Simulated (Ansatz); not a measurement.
**C6H4F radical: energies up the ladder, part 1 of 2**

Aim: energies up the ladder, for C6H4F radical, with the cost of each level. Spin multiplicity 2.

Method: the levels named in each step, in Ansatz 0.2.0.

### 1 The structure to begin with

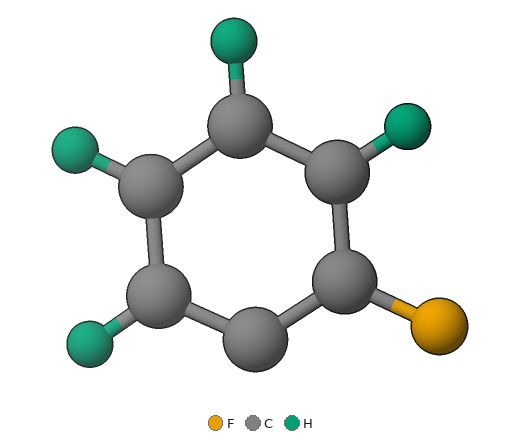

Start, viewed from a chosen angle; fluorine amber, carbon grey, hydrogen teal.

As a file:

```xyz
11

F     2.0728   -0.8093    0.0190
C     0.8105   -0.3456    0.0079
C    -0.2750   -1.1728   -0.0011
C    -1.5599   -0.7264   -0.0148
C    -1.7759    0.6520   -0.0187
C    -0.6946    1.5149   -0.0062
C     0.6008    1.0313    0.0068
H    -2.3946   -1.4105   -0.0227
H    -2.7860    1.0325   -0.0326
H    -0.8607    2.5822   -0.0060
H     1.4578    1.6877    0.0152
```

### 2 A rough first relaxation, PBE-D4/def2-SVPD

File input.yaml:

```yaml
crystal:
  periodic: [false, false, false]
  atoms:
    - { symbol: F, position_ang: [2.07279, -0.80927, 0.01896] }
    - { symbol: C, position_ang: [0.81052, -0.34556, 0.00791] }
    - { symbol: C, position_ang: [-0.27499, -1.17285, -0.00112] }
    - { symbol: C, position_ang: [-1.55989, -0.72636, -0.01482] }
    - { symbol: C, position_ang: [-1.77591, 0.652, -0.01875] }
    - { symbol: C, position_ang: [-0.69458, 1.51492, -0.00617] }
    - { symbol: C, position_ang: [0.60078, 1.03134, 0.00683] }
    - { symbol: H, position_ang: [-2.39457, -1.41049, -0.02266] }
    - { symbol: H, position_ang: [-2.78601, 1.03248, -0.0326] }
    - { symbol: H, position_ang: [-0.86074, 2.58222, -0.00597] }
    - { symbol: H, position_ang: [1.45776, 1.68773, 0.01515] }
magnetization:
  spin_polarized: true
  initial_magnetization: 1
basis:
  gaussian: { orbitals: def2-SVPD }
hamiltonian:
  xc: pbe
  dispersion: d4
relax:
  f_tol: 0.03
  max_steps: 200
```

Started as:

```
ansatz run input.yaml --threads 8 --pin off --max-ram 22528MiB --backend cpu --events-out ev --progress --plain --runs-dir out
```

Log, shortened:

```text
Warning: RAYON_NUM_THREADS=8 ignored (pool sized by the plan → 8); use --threads N
[...]
Functional definition: PBE
[...]
1455 factors; their error is unknown
[...]
mean field -8984.69160850 eV, -330.1813265698 hartree, gradient 4.3e-5 eV, S^2 0.756323; 0 other end points of the search recorded, 0 dependent functions left out
[...]
reference -8984.69165535 eV, -330.1813282913 hartree; 25, 24 occupied and 150, 151 virtual orbitals, 1455 factors
relax step   1: F+E_penalty+E_count = -8984.97451208 eV  Δ(F+E_penalty+E_count) = +0.000e0 eV  max|allowed force component| = 6.965e-1 eV/Å  Δτ_max = 0.0000 Å  (38 SCF iters, accepted)
[...]
relax step   3: F+E_penalty+E_count = -8985.06142886 eV  Δ(F+E_penalty+E_count) = -6.984e-3 eV  max|allowed force component| = 5.658e-2 eV/Å  Δτ_max = 0.0136 Å  (38 SCF iters, accepted)
[...]
relax step   4: F+E_penalty+E_count = -8985.06161724 eV  Δ(F+E_penalty+E_count) = -1.884e-4 eV  max|allowed force component| = 1.770e-2 eV/Å  Δτ_max = 0.0067 Å  (38 SCF iters, accepted)
1455 factors; their error is unknown
[...]
mean field -8984.78127268 eV, -330.1846216676 hartree, gradient 2.7e-5 eV, S^2 0.756812; 1 other end points of the search recorded, 0 dependent functions left out
[...]
reference -8984.78131986 eV, -330.1846234012 hartree; 25, 24 occupied and 150, 151 virtual orbitals, 1455 factors
Total energy: -8985.06166442 eV, -330.1949258738 hartree
Atom 0 at     2.094752    -0.837889     0.021454 Å, force    -0.000710     0.006522    -0.000008 eV/Å
Atom 1 at     0.834619    -0.347092     0.008668 Å, force    -0.000139    -0.000217     0.000088 eV/Å
Atom 2 at    -0.268547    -1.181302    -0.002595 Å, force     0.009283     0.007508     0.000026 eV/Å
Atom 3 at    -1.578061    -0.745873    -0.015993 Å, force    -0.002197    -0.011183    -0.000091 eV/Å
Atom 4 at    -1.792117     0.651456    -0.018164 Å, force    -0.003025     0.003623     0.000259 eV/Å
Atom 5 at    -0.695484     1.528081    -0.006832 Å, force     0.011396    -0.001315     0.000261 eV/Å
Atom 6 at     0.622244     1.040902     0.006602 Å, force    -0.017699    -0.007384    -0.000596 eV/Å
Atom 7 at    -2.426850    -1.445974    -0.024653 Å, force    -0.002716    -0.002656    -0.000155 eV/Å
Atom 8 at    -2.819160     1.042985    -0.028729 Å, force    -0.003022     0.003982     0.000177 eV/Å
Atom 9 at    -0.865531     2.613496    -0.008347 Å, force    -0.000412     0.005062    -0.000442 eV/Å
Atom 10 at     1.489295     1.717368     0.015347 Å, force     0.009240    -0.003943     0.000482 eV/Å
Dipole moment:    -0.333798     0.293685    -0.003394 e Å
```

It took 9.3 s on 8 threads of Arm Neoverse V2, shared host; peak memory 0.29 GiB.

Step by step:

| step | E - E(step 1) (eV) | largest force component (eV/Å) |
| --- | --- | --- |
| 1 | 0.0000 | 0.6965 |
| 2 | -0.0799 | 0.1814 |
| 3 | -0.0869 | 0.0566 |
| 4 | -0.0871 | 0.0177 |

Step 1 is the start.

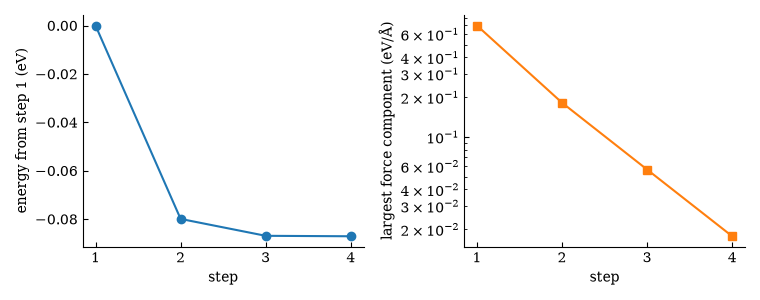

Energy and largest force along the relaxation.

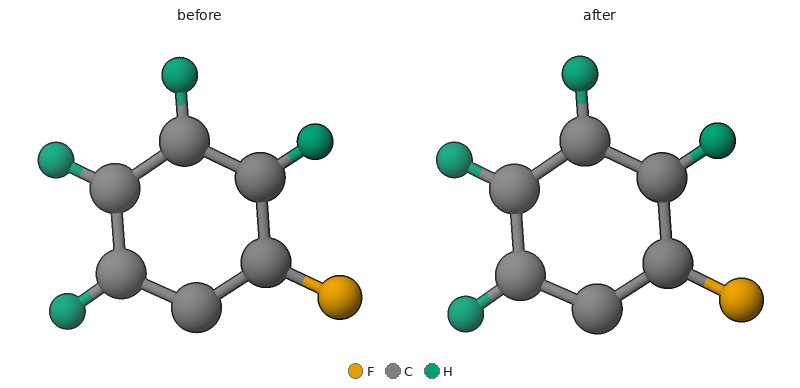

The structure before (left) and after (right) the relaxation, drawn at the same scale.

Before: Bond lengths: F1–C2 1.345 Å, C2–C3 1.365 Å, C3–C4 1.360 Å, C4–C5 1.395 Å, C5–C6 1.383 Å, C2–C7 1.393 Å, C6–C7 1.383 Å, C4–H8 1.079 Å, C5–H9 1.079 Å, C6–H10 1.080 Å, C7–H11 1.080 Å. Angles (14 of 16 angles, heavy atoms first): F1–C2–C3 122.5°, F1–C2–C7 118.8°, C3–C2–C7 118.6°, C2–C3–C4 123.5°, C3–C4–C5 118.1°, C4–C5–C6 119.7°, C5–C6–C7 120.9°, C2–C7–C6 119.1°, C3–C4–H8 121.5°, C5–C4–H8 120.4°, C4–C5–H9 119.5°, C6–C5–H9 120.8°, C5–C6–H10 119.7°, C7–C6–H10 119.3°.

After: Bond lengths: F1–C2 1.352 Å, C2–C3 1.383 Å, C3–C4 1.380 Å, C4–C5 1.414 Å, C5–C6 1.404 Å, C2–C7 1.404 Å, C6–C7 1.405 Å, C4–H8 1.100 Å, C5–H9 1.099 Å, C6–H10 1.099 Å, C7–H11 1.100 Å. Angles (14 of 16 angles, heavy atoms first): F1–C2–C3 121.6°, F1–C2–C7 120.0°, C3–C2–C7 118.4°, C2–C3–C4 124.5°, C3–C4–C5 117.1°, C4–C5–C6 119.9°, C5–C6–C7 121.1°, C2–C7–C6 119.0°, C3–C4–H8 122.1°, C5–C4–H8 120.8°, C4–C5–H9 119.6°, C6–C5–H9 120.5°, C5–C6–H10 119.7°, C7–C6–H10 119.2°.

### 3 Relaxation, PBE0-D4/def2-TZVPPD

File input.yaml:

```yaml
crystal:
  periodic: [false, false, false]
  atoms:
    - { symbol: F, position_ang: [2.09475155, -0.83788869, 0.02145449] }
    - { symbol: C, position_ang: [0.83461942, -0.34709214, 0.00866823] }
    - { symbol: C, position_ang: [-0.26854668, -1.1813016, -0.00259481] }
    - { symbol: C, position_ang: [-1.57806087, -0.74587276, -0.01599271] }
    - { symbol: C, position_ang: [-1.79211653, 0.65145619, -0.01816377] }
    - { symbol: C, position_ang: [-0.69548425, 1.52808106, -0.00683205] }
    - { symbol: C, position_ang: [0.62224362, 1.04090213, 0.00660194] }
    - { symbol: H, position_ang: [-2.42685021, -1.44597405, -0.02465269] }
    - { symbol: H, position_ang: [-2.81916023, 1.0429854, -0.02872893] }
    - { symbol: H, position_ang: [-0.86553109, 2.61349623, -0.00834663] }
    - { symbol: H, position_ang: [1.48929528, 1.71736823, 0.01534693] }
magnetization:
  spin_polarized: true
  initial_magnetization: 1
basis:
  gaussian: { orbitals: def2-TZVPPD.json }
hamiltonian:
  xc: pbe0
  dispersion: d4
relax:
  f_tol: 0.002
  max_steps: 150
```

Started as:

```
ansatz run input.yaml --threads 8 --pin off --max-ram 22528MiB --backend cpu --events-out ev --progress --plain --runs-dir out
```

Log, shortened:

```text
Warning: RAYON_NUM_THREADS=8 ignored (pool sized by the plan → 8); use --threads N
[...]
Functional definition: PBE0
[...]
1477 factors; their error is unknown
[...]
mean field -8994.73451331 eV, -330.5503965141 hartree, gradient 5.1e-5 eV, S^2 0.761616; 0 other end points of the search recorded, 0 dependent functions left out
[...]
reference -8994.73455069 eV, -330.5503978877 hartree; 25, 24 occupied and 305, 306 virtual orbitals, 1477 factors
relax step   1: F+E_penalty+E_count = -8994.96864709 eV  Δ(F+E_penalty+E_count) = +0.000e0 eV  max|allowed force component| = 7.587e-1 eV/Å  Δτ_max = 0.0000 Å  (46 SCF iters, accepted)
[...]
relax step   5: F+E_penalty+E_count = -8995.03658977 eV  Δ(F+E_penalty+E_count) = +6.949e-6 eV  max|allowed force component| = 2.139e-2 eV/Å  Δτ_max = 0.0026 Å  (47 SCF iters, rejected (line search))
[...]
Atom 1 at     0.819394    -0.337509     0.008505 Å, force     0.000396    -0.000191    -0.000110 eV/Å
Atom 2 at    -0.271323    -1.162353    -0.002689 Å, force    -0.000035    -0.000890    -0.000013 eV/Å
Atom 3 at    -1.567039    -0.731541    -0.015899 Å, force    -0.000820     0.000240     0.000141 eV/Å
Atom 4 at    -1.777831     0.648265    -0.017958 Å, force     0.000326    -0.000020    -0.000160 eV/Å
Atom 5 at    -0.693593     1.513967    -0.006857 Å, force     0.000086     0.000395     0.000235 eV/Å
Atom 6 at     0.608871     1.032481     0.006426 Å, force    -0.000658     0.000021     0.000014 eV/Å
Atom 7 at    -2.399703    -1.424930    -0.024422 Å, force     0.000558     0.000116    -0.000036 eV/Å
Atom 8 at    -2.788697     1.037239    -0.028245 Å, force    -0.000089     0.000073    -0.000004 eV/Å
Atom 9 at    -0.860289     2.583880    -0.008472 Å, force     0.000044    -0.000199    -0.000065 eV/Å
Atom 10 at     1.462782     1.699523     0.015202 Å, force     0.000315     0.000130    -0.000038 eV/Å
Dipole moment:    -0.324179     0.283565    -0.003283 e Å
```

Run time: 49 s. Hardware: 8 threads of Arm Neoverse V2, shared host; peak memory 1.3 GiB.

The steps of the relaxation:

```csv
step,E - E(step 1) (eV),largest force component (eV/Å)
1,0.0000,0.7587
2,-0.0629,0.2817
3,-0.0679,0.0704
4,-0.0680,0.0255
5,-0.0679,0.0214
6,-0.0680,0.0009
```

Step 1 is the start. Step 5 was tried and not accepted.

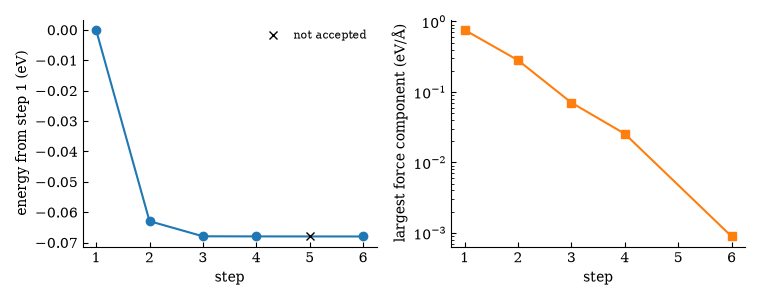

Energy and largest force along the relaxation.

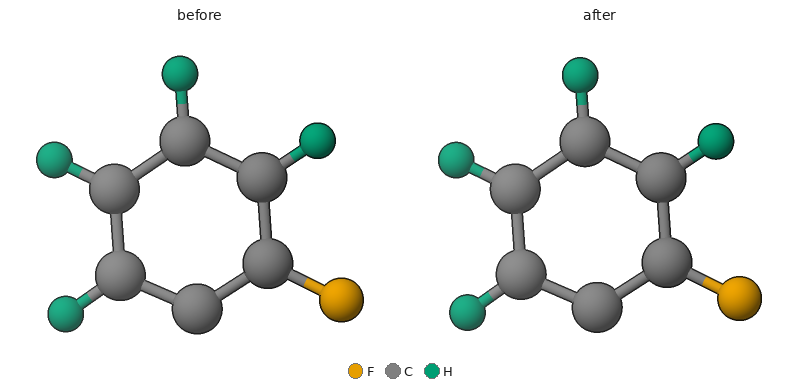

The structure before (left) and after (right) the relaxation, drawn at the same scale.

Before: Bond lengths: F1–C2 1.352 Å, C2–C3 1.383 Å, C3–C4 1.380 Å, C4–C5 1.414 Å, C5–C6 1.404 Å, C2–C7 1.404 Å, C6–C7 1.405 Å, C4–H8 1.100 Å, C5–H9 1.099 Å, C6–H10 1.099 Å, C7–H11 1.100 Å. Angles (14 of 16 angles, heavy atoms first): F1–C2–C3 121.6°, F1–C2–C7 120.0°, C3–C2–C7 118.4°, C2–C3–C4 124.5°, C3–C4–C5 117.1°, C4–C5–C6 119.9°, C5–C6–C7 121.1°, C2–C7–C6 119.0°, C3–C4–H8 122.1°, C5–C4–H8 120.8°, C4–C5–H9 119.6°, C6–C5–H9 120.5°, C5–C6–H10 119.7°, C7–C6–H10 119.2°.

After: Bond lengths: F1–C2 1.335 Å, C2–C3 1.368 Å, C3–C4 1.366 Å, C4–C5 1.396 Å, C5–C6 1.387 Å, C2–C7 1.386 Å, C6–C7 1.389 Å, C4–H8 1.084 Å, C5–H9 1.083 Å, C6–H10 1.083 Å, C7–H11 1.084 Å. Angles (14 of 16 angles, heavy atoms first): F1–C2–C3 121.6°, F1–C2–C7 120.1°, C3–C2–C7 118.4°, C2–C3–C4 124.5°, C3–C4–C5 117.1°, C4–C5–C6 119.9°, C5–C6–C7 121.1°, C2–C7–C6 119.0°, C3–C4–H8 121.8°, C5–C4–H8 121.1°, C4–C5–H9 119.7°, C6–C5–H9 120.4°, C5–C6–H10 119.7°, C7–C6–H10 119.1°.

### 4 Frequencies, PBE0-D4/def2-TZVPPD

File input.yaml:

```yaml
crystal:
  periodic: [false, false, false]
  atoms:
    - { symbol: F, position_ang: [2.06258754, -0.82286085, 0.02117015] }
    - { symbol: C, position_ang: [0.81939423, -0.33750921, 0.00850476] }
    - { symbol: C, position_ang: [-0.27132343, -1.16235299, -0.00268948] }
    - { symbol: C, position_ang: [-1.56703856, -0.73154116, -0.01589899] }
    - { symbol: C, position_ang: [-1.77783064, 0.64826462, -0.01795767] }
    - { symbol: C, position_ang: [-0.69359257, 1.51396666, -0.00685676] }
    - { symbol: C, position_ang: [0.60887112, 1.03248106, 0.00642581] }
    - { symbol: H, position_ang: [-2.39970316, -1.42493034, -0.02442245] }
    - { symbol: H, position_ang: [-2.78869735, 1.03723919, -0.02824511] }
    - { symbol: H, position_ang: [-0.86028871, 2.58387958, -0.00847221] }
    - { symbol: H, position_ang: [1.46278153, 1.69952345, 0.01520195] }
magnetization:
  spin_polarized: true
  initial_magnetization: 1
basis:
  gaussian: { orbitals: def2-TZVPPD.json }
hamiltonian:
  xc: pbe0
  dispersion: d4
phonons: {}
```

Started as:

```
ansatz run input.yaml --threads 8 --pin off --max-ram 22528MiB --backend cpu --events-out ev --progress --plain --runs-dir out
```

Log, shortened:

```text
Warning: RAYON_NUM_THREADS=8 ignored (pool sized by the plan → 8); use --threads N
[...]
[... 1 set-up line as earlier in the session ...]
[...]
1477 factors; their error is unknown
[...]
mean field -8994.80074110 eV, -330.5528303406 hartree, gradient 7.8e-5 eV, S^2 0.760634; 0 other end points of the search recorded, 0 dependent functions left out
[...]
reference -8994.80077826 eV, -330.5528317061 hartree; 25, 24 occupied and 305, 306 virtual orbitals, 1477 factors
[...]
1477 factors; their error is unknown
mean field -8994.80065261 eV, -330.5528270885 hartree, gradient 4.0e-6 eV, S^2 0.760638; 0 other end points of the search recorded, 0 dependent functions left out
[...]
reference -8994.80068978 eV, -330.5528284545 hartree; 25, 24 occupied and 305, 306 virtual orbitals, 1477 factors
[...]
1477 factors; their error is unknown
[...]
Atom 3 at    -1.567039    -0.731541    -0.015899 Å, force    -0.000819     0.000235     0.000141 eV/Å
Atom 4 at    -1.777831     0.648265    -0.017958 Å, force     0.000322    -0.000017    -0.000160 eV/Å
Atom 5 at    -0.693593     1.513967    -0.006857 Å, force     0.000090     0.000398     0.000235 eV/Å
Atom 6 at     0.608871     1.032481     0.006426 Å, force    -0.000655     0.000012     0.000014 eV/Å
Atom 7 at    -2.399703    -1.424930    -0.024422 Å, force     0.000559     0.000116    -0.000036 eV/Å
Atom 8 at    -2.788697     1.037239    -0.028245 Å, force    -0.000090     0.000073    -0.000004 eV/Å
Atom 9 at    -0.860289     2.583880    -0.008472 Å, force     0.000043    -0.000200    -0.000065 eV/Å
Atom 10 at     1.462782     1.699523     0.015202 Å, force     0.000313     0.000129    -0.000038 eV/Å
Dipole moment:    -0.324181     0.283565    -0.003283 e Å
Vibrations: 233.25 403.38 423.89 514.72 527.07 617.79 689.83 755.64 830.93 851.89 951.13 993.19 1002.33 1047.57 1126.39 1168.36 1246.18 1287.65 1361.82 1469.56 1493.65 1609.56 1671.83 3190.96 3199.73 3207.74 3219.33 cm⁻¹, zero-point energy 2.175636 eV
```

It took 4.6 min on 8 threads of Arm Neoverse V2, shared host; peak memory 1.4 GiB.

Harmonic frequencies (cm⁻¹; negative: imaginary): 233, 403, 424, 515, 527, 618, 690, 756, 831, 852, 951, 993, 1002, 1048, 1126, 1168, 1246, 1288, 1362, 1470, 1494, 1610, 1672, 3191, 3200, 3208, 3219.

### 5 Single point, PBE-D4/def2-TZVPPD

input.yaml: that of step 4 with these lines changed.

```diff
@@ -20,4 +20,3 @@
 hamiltonian:
-  xc: pbe0
+  xc: pbe
   dispersion: d4
-phonons: {}
```

Started as:

```
ansatz run input.yaml --threads 8 --pin off --max-ram 22528MiB --backend cpu --events-out ev --progress --plain --runs-dir out
```

Log:

```text
Warning: RAYON_NUM_THREADS=8 ignored (pool sized by the plan → 8); use --threads N
Engine: ansatz 0.2.0, aarch64-unknown-linux-gnu
[... 1 set-up line as earlier in the session ...]
  parameter kappa = 0.804
  parameter beta = 0.06672455060314922
  exchange = pbe_x(kappa = kappa, mu = beta*pi^2/3)
  correlation = pbe_c(beta = beta)
1477 factors; their error is unknown
mean field evaluation 1: about -8980.8705 eV, gradient 5.2e1 eV
mean field evaluation 2: about -8953.3134 eV, gradient 8.9e1 eV
mean field evaluation 4: about -8993.5290 eV, gradient 1.2e1 eV
mean field evaluation 8: about -8994.3529 eV, gradient 2.8e-1 eV
mean field evaluation 16: about -8994.3052 eV, gradient 2.0e-3 eV
mean field -8994.30517201 eV, -330.5346185122 hartree, gradient 3.8e-5 eV, S^2 0.756250; 0 other end points of the search recorded, 0 dependent functions left out
reference -8994.30522487 eV, -330.5346204548 hartree; 25, 24 occupied and 305, 306 virtual orbitals, 1477 factors
Total energy: -8994.58788883 eV, -330.5450081640 hartree
```

Run time: 4.4 s. Hardware: 8 threads of Arm Neoverse V2, shared host; peak memory 0.61 GiB.

### 6 Single point, r2SCAN-D4/def2-TZVPPD

input.yaml: that of step 5 with these lines changed.

```diff
@@ -20,3 +20,3 @@
 hamiltonian:
-  xc: pbe
+  xc: r2scan
   dispersion: d4
```

Started as:

```
ansatz run input.yaml --threads 8 --pin off --max-ram 22528MiB --backend cpu --events-out ev --progress --plain --runs-dir out
```

Log:

```text
Warning: RAYON_NUM_THREADS=8 ignored (pool sized by the plan → 8); use --threads N
[... 1 set-up line as earlier in the session ...]
Functional definition: r2SCAN
  parameter k0 = 0.174
  parameter k1 = 0.065
  parameter a1 = 4.9479
  exchange = r2scan_x(k0 = k0, k1 = k1, a1 = a1)
  correlation = r2scan_c
1477 factors; their error is unknown
mean field evaluation 1: about -8989.5443 eV, gradient 4.7e1 eV
mean field evaluation 2: about -8977.8066 eV, gradient 6.7e1 eV
mean field evaluation 4: about -9000.0500 eV, gradient 7.2e0 eV
mean field evaluation 8: about -9000.3463 eV, gradient 2.7e-1 eV
mean field evaluation 16: about -9000.2989 eV, gradient 3.7e-3 eV
mean field -9000.29892893 eV, -330.7548850166 hartree, gradient 3.1e-5 eV, S^2 0.762104; 0 other end points of the search recorded, 0 dependent functions left out
reference -9000.29894850 eV, -330.7548857356 hartree; 25, 24 occupied and 305, 306 virtual orbitals, 1477 factors
Total energy: -9000.36821995 eV, -330.7574314144 hartree
```

Run time: 8.3 s. Hardware: 8 threads of Arm Neoverse V2, shared host; peak memory 0.69 GiB.

### 7 Single point, B3LYP-D4/def2-TZVPPD

input.yaml: that of step 6 with these lines changed.

```diff
@@ -20,3 +20,3 @@
 hamiltonian:
-  xc: r2scan
+  xc: { name: B3LYP }
   dispersion: d4
```

Started as:

```
ansatz run input.yaml --threads 8 --pin off --max-ram 22528MiB --backend cpu --events-out ev --progress --plain --runs-dir out
```

Log:

```text
Warning: RAYON_NUM_THREADS=8 ignored (pool sized by the plan → 8); use --threads N
[... 1 set-up line as earlier in the session ...]
Functional definition: B3LYP
  parameter a0 = 0.2
  parameter ax = 0.72
  parameter ac = 0.81
  exchange = (1 - a0 - ax)*slater_x + ax*b88_x + a0*exact_x
  correlation = (1 - ac)*vwn_rpa_c + ac*lyp_c
1477 factors; their error is unknown
mean field evaluation 1: about -8995.4212 eV, gradient 4.5e1 eV
mean field evaluation 2: about -8988.4816 eV, gradient 5.7e1 eV
mean field evaluation 4: about -9004.9205 eV, gradient 5.3e0 eV
mean field evaluation 8: about -9005.0570 eV, gradient 1.5e-1 eV
mean field evaluation 16: about -9005.0510 eV, gradient 8.5e-4 eV
mean field -9005.05097715 eV, -330.9295195676 hartree, gradient 8.6e-5 eV, S^2 0.757152; 0 other end points of the search recorded, 0 dependent functions left out
reference -9005.05126399 eV, -330.9295301086 hartree; 25, 24 occupied and 305, 306 virtual orbitals, 1477 factors
Total energy: -9005.50638020 eV, -330.9462553210 hartree
```

Wall time 6.4 s (8 threads of Arm Neoverse V2, shared host); peak memory 1.3 GiB.

### 8 Single point, wB97M-V/def2-TZVPPD

input.yaml: that of step 7 with these lines changed.

```diff
@@ -20,3 +20,2 @@
 hamiltonian:
-  xc: { name: B3LYP }
-  dispersion: d4
+  xc: { name: wB97M-V }
```

Started as:

```
ansatz run input.yaml --threads 8 --pin off --max-ram 22528MiB --backend cpu --events-out ev --progress --plain --runs-dir out
```

Log, shortened:

```text
Warning: RAYON_NUM_THREADS=8 ignored (pool sized by the plan → 8); use --threads N
[...]
Functional definition: wB97M-V
[...]
  gx(w, u) = 1 - cx + cx01*u + cx10*w
  gss(w, u) = css00 + css04*u^4 + css10*w + css20*w^2 + css43*w^4*u^3
  gos(w, u) = cos00 + cos10*w + (cos20 + cos21*u)*w^2 + (cos60 + cos61*u)*w^6
[...]
      + integral(e_c_pw_mod_opposite_spin*gos(b97_w_opposite, b97_u_opposite)) + vv10(b, c)
1477 factors; their error is unknown
435 factors; integrals over basis functions are off by at most 2.6e-5 eV
[...]
mean field -9001.77983285 eV, -330.8093072315 hartree, gradient 2.9e-5 eV, S^2 0.759070; 0 other end points of the search recorded, 0 dependent functions left out
reference -9001.77989676 eV, -330.8093095802 hartree; 25, 24 occupied and 305, 306 virtual orbitals, 1477 factors
Total energy: -9001.77989676 eV, -330.8093095802 hartree
```

Run time: 37 s. Hardware: 8 threads of Arm Neoverse V2, shared host; peak memory 2.3 GiB.

### 9 Single point, B2PLYP/def2-TZVPPD

input.yaml: that of step 8 with these lines changed.

```diff
@@ -20,2 +20,2 @@
 hamiltonian:
-  xc: { name: wB97M-V }
+  xc: { name: B2PLYP }
```

Started as:

```
ansatz run input.yaml --threads 8 --pin off --max-ram 22528MiB --backend cpu --events-out ev --progress --plain --runs-dir out
```

Log, shortened:

```text
Warning: RAYON_NUM_THREADS=8 ignored (pool sized by the plan → 8); use --threads N
[...]
Functional definition: B2PLYP
[...]
1989 factors; integrals over basis functions are off by at most 1.1e-3 eV
[...]
mean field -8987.68936769 eV, -330.2914921880 hartree, gradient 4.6e-6 eV, S^2 0.775065; 2 other end points of the search recorded, 0 dependent functions left out
7 core orbitals not correlated: weight in the atoms' cores, before any rotation towards them, 1.000 or more for the frozen orbitals, at most 0.000 for the correlated occupied ones
reference -8987.68954132 eV, -330.2914985686 hartree; 18, 17 occupied and 305, 306 virtual orbitals, 1989 factors
second order -37.98820190 eV of doubles, -0.00000000 eV of singles
Total energy: -8997.94635583 eV, -330.6684295496 hartree
```

Wall time 20 s (8 threads of Arm Neoverse V2, shared host); peak memory 1.7 GiB.

(Continued in part 2 of 2.)
